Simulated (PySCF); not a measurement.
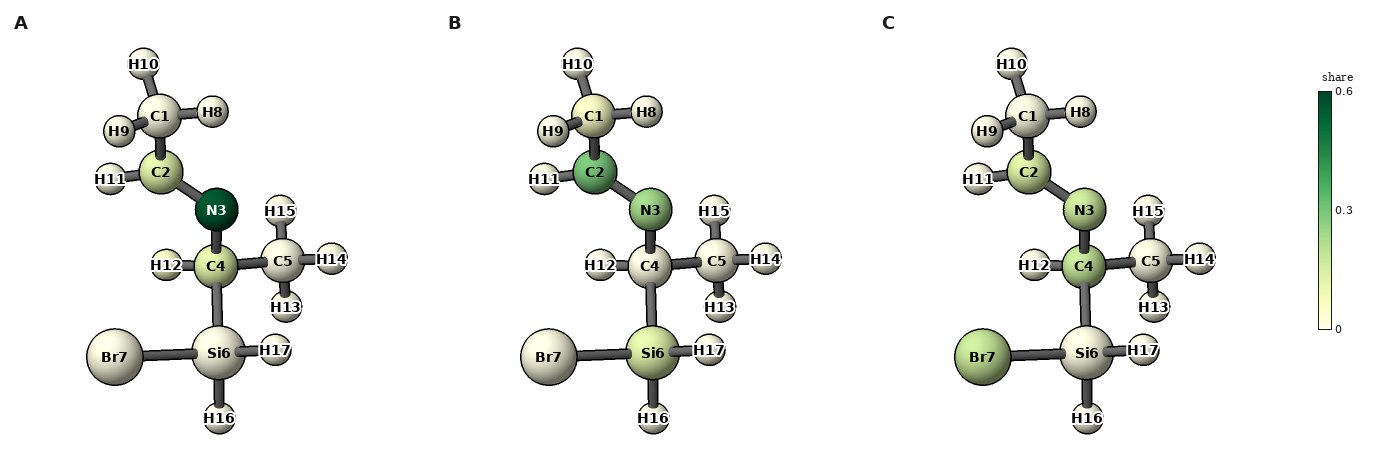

Each panel colours the atoms by their Löwdin share in one orbital (up to four of the largest shares; other atoms are shown as zero). The computed structure is the end point of a GFN2-xTB optimisation. No frequency run is at hand to confirm it as a minimum. Level of theory: PBE0/def2-SVPD (PySCF 2.14.0).

### The panels show the HOMO−1, HOMO, LUMO, in some order. Which is which?

A: HOMO, −7.33 eV; N3 0.56, C2 0.12, C4 0.12, H12 0.05
B: LUMO, −0.29 eV; C2 0.29, N3 0.24, Si6 0.12, C1 0.06
C: HOMO−1, −7.75 eV; C4 0.18, Br7 0.17, N3 0.17, C2 0.14

The geometry is semi-empirical. Around Br, Si such bond lengths and angles can be off by a tenth of an ångström or more and by several degrees, and values that hang on the shape move with them.
